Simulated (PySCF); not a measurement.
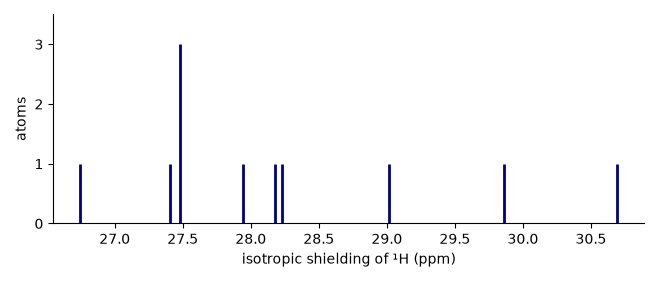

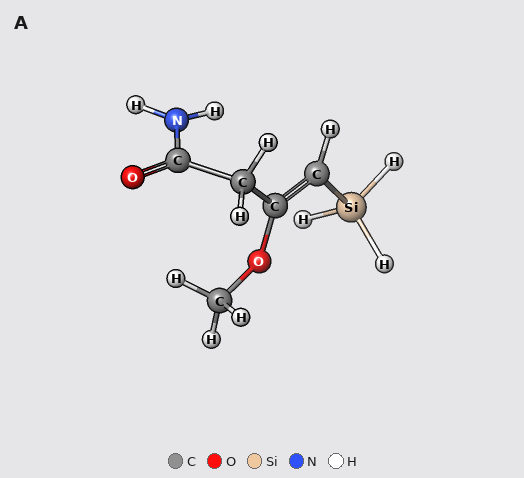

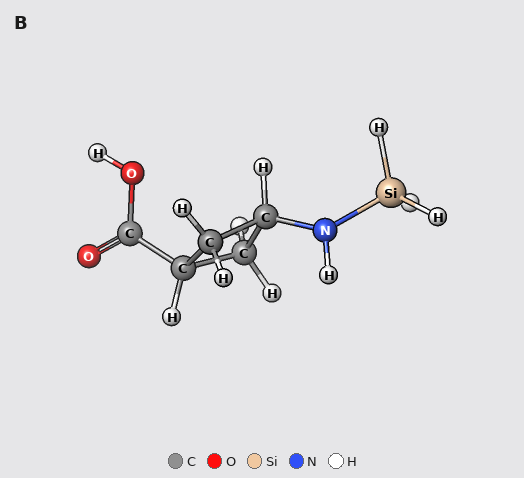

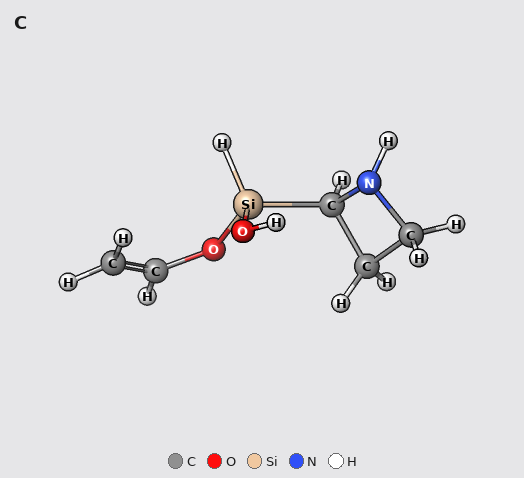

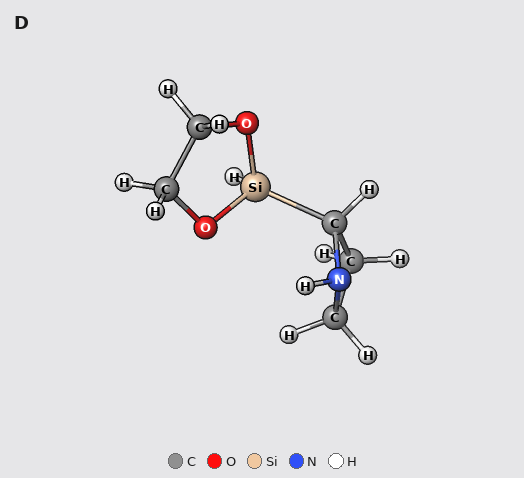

The sticks are computed shieldings of one of the molecules, for one fixed geometry (GFN2-xTB) without averaging over rotations. Low shielding means a high chemical shift. Method: GIAO PBE0/pcSseg-1 NMR shielding, non-relativistic, gas phase (PySCF 2.14.0).

Which molecule gives this pattern?

Answer. D, `C1C[C@@H]([SiH]2OCCO2)N1`. Its 11 H atoms give lines at 26.75, 27.41, 27.48 (3 atoms), 27.95, 28.18, 28.23, 29.02, 29.86, 30.69 ppm.

The geometry is semi-empirical. Around Si such bond lengths and angles can be off by a tenth of an ångström or more and by several degrees, and values that hang on the shape move with them.
